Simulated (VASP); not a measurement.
Band structure of Ni (space group P6_3/mmc). These are r2SCAN meta-GGA, VASP's PBE PAW potentials (set 64) (plane waves; VASP) values and carry that method's errors.

The run has a spin-polarised start.

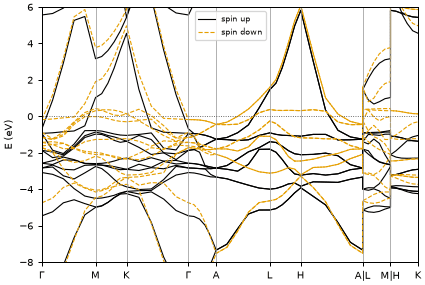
Figure. Bands along high-symmetry lines, zero at the valence-band maximum or, without a gap, the Fermi level

Q: Read the plot: is there a gap, and where are the band edges?

A: It has no gap at this level: it comes out as a metal or semimetal.

The structure comes from a computed database's Ni entry (P6_3/mmc); how it stands against other phases isn't given here. It was relaxed first.
